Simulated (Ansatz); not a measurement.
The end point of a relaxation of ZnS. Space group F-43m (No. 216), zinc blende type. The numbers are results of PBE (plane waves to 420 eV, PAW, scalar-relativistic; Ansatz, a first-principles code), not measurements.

```cif
data_S4Zn4
_chemical_formula_sum 'Zn4 S4'
_space_group_name_H-M_alt 'F-43m'
_space_group_IT_number 216
_space_group_name_Hall 'F -4 2 3'
_cell_length_a 5.44365
_cell_length_b 5.44365
_cell_length_c 5.44365
_cell_angle_alpha 90.000
_cell_angle_beta 90.000
_cell_angle_gamma 90.000
loop_
_atom_site_label
_atom_site_type_symbol
_atom_site_symmetry_multiplicity
_atom_site_Wyckoff_symbol
_atom_site_fract_x
_atom_site_fract_y
_atom_site_fract_z
_atom_site_occupancy
Zn1 Zn 4 a 0.00000 0.00000 0.00000 1
S1 S 4 c 0.25000 0.25000 0.25000 1
```
(The calculation used a cell of 2 atoms; values per cell refer to that cell.)

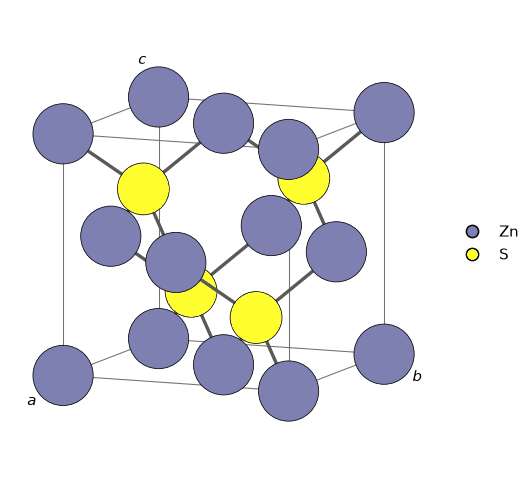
The conventional cell of the relaxed structure

```yaml
volume_per_atom: 20.16 Å³
band_gap: 2.01 eV, direct at Γ (no spin-orbit coupling)
shortest_distances: S–Zn 2.36 Å
k-mesh: 10×10×10
```

Band energies at high-symmetry points (eV from the VBM; labels of this space group; no spin-orbit coupling), from −5 eV up to 3.8 eV:

```json
[
 {"point": "Γ", "energies": "0.00 0.00 0.00 2.01"},
 {"point": "X", "energies": "-4.47 -2.14 -2.14 3.45"},
 {"point": "U", "energies": "-4.52 -3.01 -1.74"},
 {"point": "K", "energies": "-4.52 -3.01 -1.74"},
 {"point": "L", "energies": "-0.84 -0.84 3.26"},
 {"point": "W", "energies": "-4.49 -2.64 -2.63"}
]
```

No spin polarisation in the result.

Measured for ZnS: a 5.41 Å (room temperature; as listed in Martin Albrecht, Beate Paulus, Hermann Stoll, Phys. Rev. B (1997)); gap 3.94 eV (static lattice; corrected from measurement; as listed in Wei Chen et al., Physical Review Materials (2018)). Computed minus measured — a: PBE +0.6 %; gap: PBE -1.93 eV. The computed values are for a static lattice, and a measured gap can be an optical one, lowered by exciton binding.

The run could not lose the symmetry of its start; a randomly shaken copy of 4 atoms returns to this structure.
